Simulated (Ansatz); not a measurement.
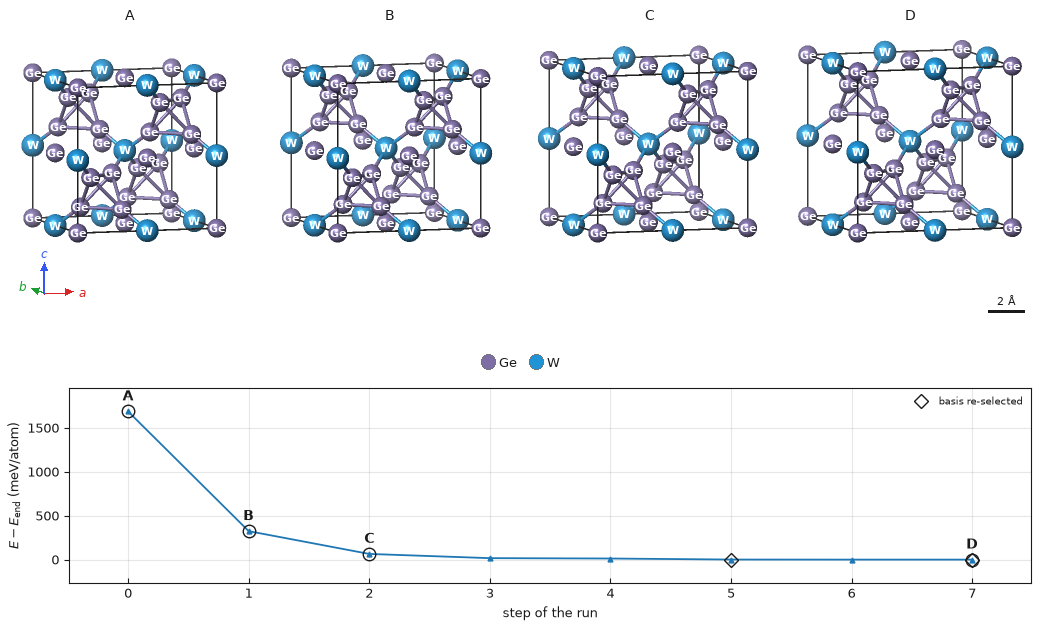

Frames of a relaxation of a crystal of Ge5W (a generated structure, set up in F-43m) (coarse preliminary run), marked on the history of the run. A ball-and-stick model of the conventional cell (4 times the calculation's cell), seen slightly off an axis. Lengths and directions refer to the drawn axes.

The calculation used DFT PBE, scalar-relativistic, plane waves, PAW in Ansatz. (plane-wave cutoff 420 eV; k-point mesh 4 × 4 × 4; occupations gaussian; smearing width 0.1 eV; no spin polarisation; cell and atoms relaxed; force threshold 0.04 eV/Å; at most 70 steps)

> What happens along the run?

The largest moves relative to the cell, 0.22 Å, are those of Ge atoms. W stays in place. The drawn cell changes as follows: a = b = c 8.216 → 9.132 Å (+11.2 %); the volume changes by +37.3 %. Near-neighbour distances that change, for instance: Ge–W 1.944 → 2.381 Å, Ge–Ge 2.634 → 2.570 Å. The space group stays F-43m (No. 216). After 5 accepted moves (7 points after the start) the energy has fallen by 1687 meV per atom. The largest force component goes from 8.6 to 0.011 eV/Å. Pressure: 47.20 GPa at the start and 0.05 GPa at the end. The SCF was repeated twice at an unchanged geometry on a basis and grid sized afresh for the cell, which shifted the energy by 11.8 meV per atom at most. From step 0 to 1: Ge atoms move most (0.20 Å), volume +9.0 %, energy −1363 meV per atom. From step 1 to 2: Ge atoms move most (0.03 Å), volume +14.9 %, energy −259 meV per atom. From step 2 to 7: Ge atoms move most (0.03 Å), volume +9.7 %, energy −64.8 meV per atom.

```tsv
step	E − E(0), meV/atom	largest force component, eV/Å	pressure, GPa	volume, Å³/atom	note
0	0.00	8.6440	47.20	23.104	
1	-1362.91	0.3981	19.35	25.184	
2	-1622.38	0.7592	5.83	28.935	
3	-1670.38	0.2603	1.34	30.703	
4	-1674.53	0.0176	-0.14	31.376	
5	-1686.38	0.0123	0.62	31.376	same geometry, new basis
6	-1687.08	0.0110	0.06	31.732	
7	-1687.13	0.0113	0.05	31.732	same geometry, new basis
```
